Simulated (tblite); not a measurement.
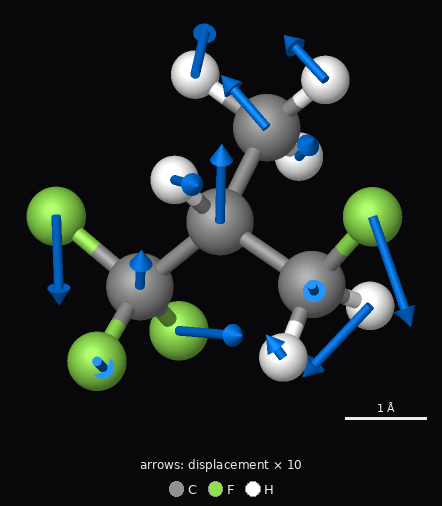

This is a relaxation of C₄H₆F₄. The starting structure is drawn; blue arrows show the displacements, 10 times their true length. The two geometries are superimposed by the best rigid fit.

A ball-and-stick model, seen at a tilt.

Level of theory: GFN2-xTB geometry optimisation, gas phase (tblite). 

> What did the optimiser do to the structure, and how much energy did it gain?

After 47 geometry steps the energy has fallen by 12.0 kcal/mol. The atom that moves furthest after the best rigid fit is an F atom (0.16 Å). By element the largest moves are F 0.16 Å, H 0.13 Å, C 0.12 Å. Some distances before and after: C–F 1.402 → 1.338 Å, C–H 1.136 → 1.095 Å, C–C 1.483 → 1.522 Å, C–H 1.123 → 1.087 Å. Among the angles between lasting bonds that change: F–C–F 113.9° → 106.3°, C–C–H 103.3° → 110.1°, F–C–H 113.6° → 107.0°. Cost: 0.41 s on 1 thread of Arm Neoverse N1, with other jobs on the host.
